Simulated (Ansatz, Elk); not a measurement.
# CdFe2Bi2: X-ray structure factors from the self-consistent density

Structure refinements treat a crystal as free atoms side by side. For a made-up structure of CdFe2Bi2 (cell and positions from a PBE relaxation) the runs below show what the calculated density changes in F(hkl).

Method: DFT, PBE, all-electron APW+lo, Dirac cores, scalar-relativistic bands, static density, ferromagnetic start, in Elk 11.2.3 (patched build).

The structure was built from a prototype and need not be the compound's stable phase.

**1. The starting structure**

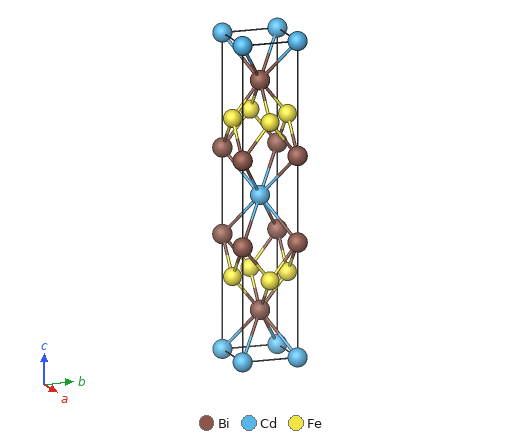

Start, viewed slightly off an axis; bismuth brown, cadmium blue, iron yellow. This picture shows the conventional cell, with its axes. Some periodic images of atoms are drawn too.

**2. Ground state and structure factors**

An all-electron density is needed, since X-rays see the cores too. Task 0 finds the density and task 195 Fourier-transforms it; tshift is off so that phases refer to the origin typed.

Contents of elk.in:

```
tasks
  0
  195
  196

xctype
  20

spinpol
  .true.

rgkmax
  7.0

gmaxvr
  14.0

lmaxo
  7

lmaxapw
  8

swidth
  0.002

tshift
  .false.

ramdisk
  .false.

hmaxvr
  5.5

maxscl
  120

epspot
  1e-06

reducebf
  0.8

sppath
  './'

avec
  -3.28092856799 3.28092856799 18.26867354945
  3.28092856799 -3.28092856799 18.26867354945
  3.28092856799 3.28092856799 -18.26867354945

atoms
  3
  'Bi.in'
  2
  0.6368946780 0.6368946780 0.0000000000   0.000000 0.000000 0.000000
  0.3631053220 0.3631053220 0.0000000000   0.000000 0.000000 0.000000
  'Cd.in'
  1
  -0.0000000000 -0.0000000000 0.0000000000   0.000000 0.000000 0.000000
  'Fe.in'
  2
  0.7500000000 0.2500000000 0.5000000000   0.000000 0.000000 -0.110000
  0.2500000000 0.7500000000 0.5000000000   0.000000 0.000000 -0.110000

ngridk
  8 8 8
```

On the command line:

```bash
> OMP_NUM_THREADS=4 elk
```

Numbers of over 12 decimals in the logs are rounded to 6 here.

The log of the run:

```text
┌─────────────────────────┐
│ Elk code version 11.2.3 │
└─────────────────────────┘

All units are atomic (Hartree, Bohr, etc.)

┌─────────────────────────────────────────────────┐
│ Ground-state run starting from atomic densities │
└─────────────────────────────────────────────────┘

Lattice vectors :
  -3.280928568       3.280928568       18.26867355
   3.280928568      -3.280928568       18.26867355
   3.280928568       3.280928568      -18.26867355

Reciprocal lattice vectors :
 -0.5042510575E-17  0.9575315611      0.1719661061
  0.9575315611     -0.5042510575E-17  0.1719661061
  0.9575315611      0.9575315611     -0.3156815558E-17

Unit cell volume      :    786.6119807
Brillouin zone volume :   0.3153399891

Muffin-tin inner radius fraction :   0.1000000000E-01

Nuclei treated as point charges

Species : 1 (Bi)
 parameters loaded from : Bi.in
 name : bismuth
 nuclear charge    :   -83.00000000
 electronic charge :    83.00000000
 atomic mass :    380947.9285
 muffin-tin radius :    2.800000000
 number of radial points in muffin-tin :   1393
 inner part over the whole radius :   0.9976520004E-02
 number on inner part of muffin-tin    :   1001
 approximate nuclear radius :   0.1052171418E-03
 number of mesh points to nuclear radius :    526
 atomic positions (lattice), magnetic fields (Cartesian) :
  1 :  -0.36310532 -0.36310532  0.00000000    0.00000000  0.00000000  0.00000000
  2 :   0.36310532  0.36310532  0.00000000    0.00000000  0.00000000  0.00000000

Species : 2 (Cd)
 parameters loaded from : Cd.in
 name : cadmium
 nuclear charge    :   -48.00000000
 electronic charge :    48.00000000
 atomic mass :    204912.7176
 muffin-tin radius :    2.600000000
 number of radial points in muffin-tin :   1193
 inner part over the whole radius :   0.9972693929E-02
 number on inner part of muffin-tin    :    850
 approximate nuclear radius :   0.8708852602E-04
 number of mesh points to nuclear radius :    426
 atomic positions (lattice), magnetic fields (Cartesian) :
  1 :   0.00000000  0.00000000  0.00000000    0.00000000  0.00000000  0.00000000

Species : 3 (Fe)
 parameters loaded from : Fe.in
 name : iron
 nuclear charge    :   -26.00000000
 electronic charge :    26.00000000
 atomic mass :    101799.2075
 muffin-tin radius :    2.294966839
 number of radial points in muffin-tin :    993
 inner part over the whole radius :   0.9871621396E-02
 number on inner part of muffin-tin    :    699
 approximate nuclear radius :   0.7160107270E-04
 number of mesh points to nuclear radius :    332
 atomic positions (lattice), magnetic fields (Cartesian) :
  1 :  -0.25000000  0.25000000  0.50000000    0.00000000  0.00000000 -0.11000000
  2 :   0.25000000 -0.25000000  0.50000000    0.00000000  0.00000000 -0.11000000

Total number of atoms per unit cell :    5
Total muffin-tin volume :    358.7891361
 ratio of muffin-tin to unit cell volume :   0.4561195925

Spin treatment :
 spin-polarised
 global magnetic field (Cartesian) :    0.000000000       0.000000000       0.000000000
 collinear magnetisation in z-direction

Number of Bravais lattice symmetries :   16
Number of crystal symmetries         :   16
Crystal has inversion symmetry
Real symmetric eigensolver will be used

k-point grid :      8     8     8
k-point offset :    0.000000000       0.000000000       0.000000000
k-point set is reduced with full crystal symmetry group
Total number of k-points :       59

Muffin-tin radius times maximum |G+k| :    7.000000000
 using average radius
Maximum |G+k| for APW functions       :    2.736527091
Maximum (1/2)|G+k|²                   :    3.744290259
Maximum |G| for potential and density :    14.00000000
Constant for pseudocharge density :   10
 order of it for each species :   17  17  17
 order of it for pair densities of each species (exact exchange by exxq0 0: 18) :   12  10   7
Radial integration step length :    1

G-vector grid sizes :     84    84    84
Number of G-vectors :    36453

Maximum angular momentum used for
[...]
[... loops 3 to 21 left out ...]

┌──────────────────┐
│ Loop number : 22 │
└──────────────────┘

Energies :
 Fermi                       :     0.221664
 sum of occupied eigenvalues :     -31586.042713458
 electron kinetic            :      58939.960597116
 core electron kinetic       :      58177.256970779
 Coulomb                     :     -109180.50262352
 Coulomb potential           :     -89135.042091369
 nuclear-nuclear             :     -4143.9125998291
 electron-nuclear            :     -121020.93585810
 Hartree                     :      15984.345834411
 Madelung                    :     -64612.981577832
 xc potential                :     -1390.7508155386
 xc effective B-field        :    -0.210395
 external B-field            :      0.000000
 exchange                    :     -1048.8850880083
 correlation                 :     -15.220623641417
 electron entropic           :    -0.10525351122111E-02
 total energy                :     -51304.648790585
 (external B-field energy excluded from total)

Density of states at Fermi energy :    78.09179742
 (states/Hartree/unit cell)

Estimated indirect band gap :   0.2558768057E-03
 from k-point 18 to k-point 45
Estimated direct band gap   :   0.6900379730E-03
 at k-point 49

Charges :
 core                        :    186.0000000
 valence                     :    80.00000000
 interstitial                :    7.299488510
 muffin-tins (core leakage)
  species : 1 (Bi)
[...]
species : 2 (Cd)
[...]
species : 3 (Fe)
[...]
total in muffin-tins        :    258.7005115
 total calculated charge     :    265.9979583
 total charge                :    266.0000000
 error                       :   0.2041652202E-02

Moments :
 interstitial                :  -0.5392842717E-01
 muffin-tins
  species : 1 (Bi)
[...]
species : 2 (Cd)
[...]
species : 3 (Fe)
[...]
total in muffin-tins        :    4.240687801
 total moment                :    4.186759374

RMS change in Kohn-Sham potential (target) :   0.6394489592E-06 (  0.1000000000E-05)
Absolute change in total energy (target)   :   0.2753715671E-04 (  0.1000000000E-03)

Convergence targets achieved

┌──────────────────┐
│ Loop number : 23 │
└──────────────────┘

Energies :
 Fermi                       :     0.221665
 sum of occupied eigenvalues :     -31586.042649881
 electron kinetic            :      58939.960626127
 core electron kinetic       :      58177.256982097
 Coulomb                     :     -109180.50259312
 Coulomb potential           :     -89135.042126814
 nuclear-nuclear             :     -4143.9125998291
 electron-nuclear            :     -121020.93576168
 Hartree                     :      15984.345768388
 Madelung                    :     -64612.981529709
 xc potential                :     -1390.7507468847
 xc effective B-field        :    -0.210386
 external B-field            :      0.000000
 exchange                    :     -1048.8850788991
 correlation                 :     -15.220624075558
 electron entropic           :    -0.10525292472507E-02
 total energy                :     -51304.648722493
 (external B-field energy excluded from total)

Density of states at Fermi energy :    78.09213601
 (states/Hartree/unit cell)

Estimated indirect band gap :   0.2566011858E-03
 from k-point 18 to k-point 45
Estimated direct band gap   :   0.6918807606E-03
 at k-point 49

Charges :
 core                        :    186.0000000
 valence                     :    80.00000000
 interstitial                :    7.299487460
 muffin-tins (core leakage)
  species : 1 (Bi)
[...]
species : 2 (Cd)
   atom 1                    :    46.51599181     (  0.2393710819E-03)
  species : 3 (Fe)
   atom 1                    :    24.80497039     ( -0.2232340517E-06)
   atom 2                    :    24.80497039     ( -0.2232340517E-06)
 total in muffin-tins        :    258.7005125
 total calculated charge     :    265.9979583
 total charge                :    266.0000000
 error                       :   0.2041652179E-02

Moments :
 interstitial                :  -0.5392438590E-01
 muffin-tins
  species : 1 (Bi)
[...]
species : 2 (Cd)
   atom 1                    :  -0.3236792434E-01
  species : 3 (Fe)
   atom 1                    :    2.231808731
   atom 2                    :    2.231808731
 total in muffin-tins        :    4.240582988
 total moment                :    4.186658602

┌──────────────────────────────┐
│ Self-consistent loop stopped │
└──────────────────────────────┘

Warning : the lowest level lies among the core levels :   -3.013259456      -2.892544502

Warning : core states of species 1 leak from the muffin-tin :   0.6802889848E-03

Warning : core states of species 2 leak from the muffin-tin :   0.2393710819E-03

Wrote STATE.OUT
```

Wall time 14 min (4 threads of Arm Neoverse V2, shared host); peak memory 0.77 GiB; 52 min of CPU time.

SFACRHO.OUT:

```text

h k l indices transformed by vhmat matrix:
   1.000000000       0.000000000       0.000000000    
   0.000000000       1.000000000       0.000000000    
   0.000000000       0.000000000       1.000000000    

      h      k      l  multipl.   |H|            Re(F)            Im(F)           |F|

      0      0      0      1   0.0000000       266.00000     -0.14932933E-16   266.00000    
      1      1     -1      2  0.34393221      -28.095715      0.14624874E-13   28.095715    
      2      2     -2      2  0.68786442      -57.060787     -0.28199435E-13   57.060787    
      0     -1      0      8  0.97285098      -55.306625      -0.0000000       55.306625    
     -3     -3      3      2   1.0317966       61.947663     -0.59002742E-13   61.947663    
      2      1     -2      8   1.0876662       164.89580      -0.0000000       164.89580    
     -2     -3      3      8   1.2869247       95.869481      -0.0000000       95.869481    
      0      0     -1      4   1.3541541       138.60321      0.12547388E-13   138.60321    
      4      4     -4      2   1.3757288       192.90710     -0.50193236E-13   192.90710    
      0      2     -1      8   1.3971481       56.864778     -0.13810772E-14   56.864778    
      2      2     -3      8   1.5188452      -130.49378      0.53444235E-13   130.49378    
     -4     -3      3      8   1.5381520      -93.549199      0.27291085E-14   93.549199    
     -4     -2      3      8   1.7024505       128.55312      0.50980554E-13   128.55312    
     -5     -5      5      2   1.7196611      -89.470698     -0.41957742E-13   89.470698    
      5      4     -4      8   1.8199523       20.020721      -0.0000000       20.020721    
     -1      1      1      4   1.9150631       194.50191      0.11410007E-13   194.50191    
      4      4     -3      8   1.9303790       104.22664      0.48017241E-13   104.22664    
      0      2      0      8   1.9457020      -18.818655      0.68679539E-16   18.818655
```

Elk indexes on the primitive cell of elk.in and gives |H| = 4π sin θ/λ in inverse bohr. Below, one row stands for each form hkl of the conventional cell (m members, Friedel mates merged), F is for one primitive cell and the density is static (no thermal factor). Free-atom factors are Waasmaier and Kirfel's, and R is Σm||F|−|F'||/Σm|F|.

| hkl | m | sin θ/λ (Å⁻¹) | abs F, DFT | neutral atoms | diff. |
| --- | --- | --- | --- | --- | --- |
| 002 | 2 | 0.052 | 28.096 | 27.810 | +0.286 |
| 004 | 2 | 0.103 | 57.061 | 57.696 | -0.635 |
| 101 | 8 | 0.146 | 55.307 | 55.279 | +0.028 |
| 006 | 2 | 0.155 | 61.948 | 62.448 | -0.501 |
| 103 | 8 | 0.164 | 164.896 | 165.104 | -0.208 |
| 105 | 8 | 0.194 | 95.870 | 95.933 | -0.063 |
| 110 | 4 | 0.204 | 138.603 | 138.682 | -0.079 |
| 008 | 2 | 0.207 | 192.907 | 193.272 | -0.365 |
| 112 | 8 | 0.210 | 56.865 | 57.071 | -0.206 |
| 114 | 8 | 0.228 | 130.494 | 130.705 | -0.211 |
| 107 | 8 | 0.231 | 93.549 | 93.645 | -0.096 |
| 116 | 8 | 0.256 | 128.553 | 128.984 | -0.431 |
| 0 0 10 | 2 | 0.259 | 89.471 | 89.729 | -0.258 |
| 109 | 8 | 0.274 | 20.021 | 20.183 | -0.162 |
| 200 | 4 | 0.288 | 194.502 | 194.756 | -0.254 |
| 118 | 8 | 0.290 | 104.227 | 104.038 | +0.189 |
| 202 | 8 | 0.293 | 18.819 | 19.062 | -0.243 |
| 204 | 8 | 0.306 | 52.746 | 52.423 | +0.323 |

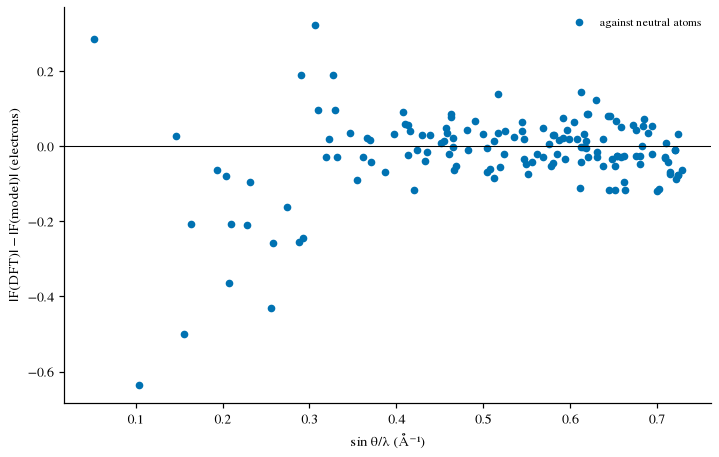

Difference between the calculated structure factors and the independent-atom ones.

**3. The magnetisation density**

The same run holds the spin density, and task 196 transforms it. The order is that of the start, and no other was tried.

SFACMAG_1.OUT:

```text

h k l indices transformed by vhmat matrix:
   1.000000000       0.000000000       0.000000000    
   0.000000000       1.000000000       0.000000000    
   0.000000000       0.000000000       1.000000000    

      h      k      l  multipl.   |H|            Re(F)            Im(F)           |F|

      0      0      0      1   0.0000000       4.1866588     -0.25520400E-17   4.1866588    
      1      1     -1      2  0.34393221      -4.3114930      0.13401731E-14   4.3114930    
      2      2     -2      2  0.68786442       4.1684819     -0.24875163E-14   4.1684819    
      0     -1      0      8  0.97285098      0.25496199E-01 -0.68227713E-15  0.25496199E-01
     -3     -3      3      2   1.0317966      -3.7069295     -0.49070243E-14   3.7069295    
      2      1     -2      8   1.0876662     -0.38392024E-01 -0.34113857E-15  0.38392024E-01
     -2     -3      3      8   1.2869247     -0.52136273E-01  0.34113857E-15  0.52136273E-01
      0      0     -1      4   1.3541541      -3.2333544      0.10076546E-14   3.2333544    
      4      4     -4      2   1.3757288       3.0382830     -0.38544337E-14   3.0382830    
      0      2     -1      8   1.3971481       3.1244751     -0.97262638E-15   3.1244751    
      2      2     -3      8   1.5188452      -2.9203644      0.40065007E-14   2.9203644    
     -4     -3      3      8   1.5381520     -0.14529187E-01 -0.17056928E-15  0.14529187E-01
     -4     -2      3      8   1.7024505       2.6007452      0.36175470E-14   2.6007452    
     -5     -5      5      2   1.7196611      -2.4493932     -0.28518322E-14   2.4493932    
      5      4     -4      8   1.8199523      0.27203235E-02 -0.34113857E-15  0.27203235E-02
     -1      1      1      4   1.9150631       2.3136391      0.77348645E-15   2.3136391
```

The total moment is 4.19 μB a cell; sphere moments: Bi1 -0.10, Bi2 -0.10, Cd3 -0.03, Fe4 +2.23, Fe5 +2.23 μB. Polarised neutrons measure spin and orbital magnetisation together; without spin-orbit coupling the run gives the spin part:

| hkl | sin θ/λ (Å⁻¹) | abs F_M (μB) |
| --- | --- | --- |
| 002 | 0.052 | 4.311 |
| 004 | 0.103 | 4.168 |
| 101 | 0.146 | 0.025 |
| 006 | 0.155 | 3.707 |
| 103 | 0.164 | 0.038 |
| 105 | 0.194 | 0.052 |
| 110 | 0.204 | 3.233 |
| 008 | 0.207 | 3.038 |
| 112 | 0.210 | 3.124 |
| 114 | 0.228 | 2.920 |
| 107 | 0.231 | 0.015 |
| 116 | 0.256 | 2.601 |
| 0 0 10 | 0.259 | 2.449 |
| 109 | 0.274 | 0.003 |

(Continued in part 2 of 2.)

[Logs are printed without paths, hosts, clocks, repeated set-up lines and the standing remarks that a program may print on its own settings, such as how far it seeks lower states.]

[Hosts, paths, dates, database ids (printed as entryN), source tags and the programs' standing remarks are cut or masked in the printed files.]
